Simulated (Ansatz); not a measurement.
# Gate voltage at the highest density: 2H-VSSe monolayer

A layer charged from two gates alike needs a voltage that grows with the carrier density; the slope is e over the total capacitance.

How it was computed: Ansatz 0.2.0, plane waves with PAW datasets (its set soft_2), PBE-D3(BJ); isolated slab, charged sheets 4.5 Å from the outer atoms behind model barriers, atoms held, Fermi-Dirac smearing of 0.02585 eV. The voltage is that of the gates (their mean) against the layer's Fermi level, from the uncharged case, which has no gap over 0.05 eV.

```
  run  added electrons (10¹³ per cm²)  gate voltage (V)
run 1                            1.00              0.32
run 2                            2.00              0.63
run 3                            4.00              1.26
run 4                            7.00              2.19
run 5                           11.00                 ?
```

**Question.** What value belongs in the row marked “?”, and how far can the other rows tell?

A least-squares line through the 4 rows shown has slope 0.3119 and intercept 0.0083; no row lies more than 0.01 V off it. The capacitance is 1.602/0.3119 = 5.14 µF/cm², against 3.94 µF/cm² for plates 4.5 Å apart in vacuum on both sides; it is the larger, as where the added charge has its centre outside the outer atoms (not examined here). At 11.00 it gives 0.3119 × 11.00 + 0.0083 = 3.44 V, beyond the rows fitted. Rounding and scatter of the rows alone allow about ±0.012 V there.

The run itself gives 3.43 V: a miss of −0.01 V, or 0.3 % of the value. The line holds within the rounding of the rows.

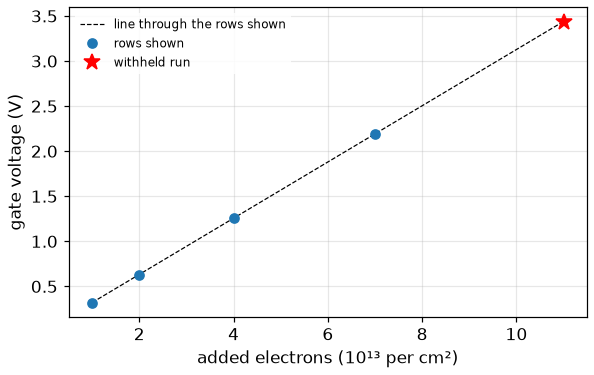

The fit and the withheld run.

**Limits.** The gates are model sheets, not atoms, and low densities sample few k-points.

[Logs are printed without paths, hosts, clocks, repeated set-up lines and the standing remarks that a program may print on its own settings, such as how far it seeks lower states.]
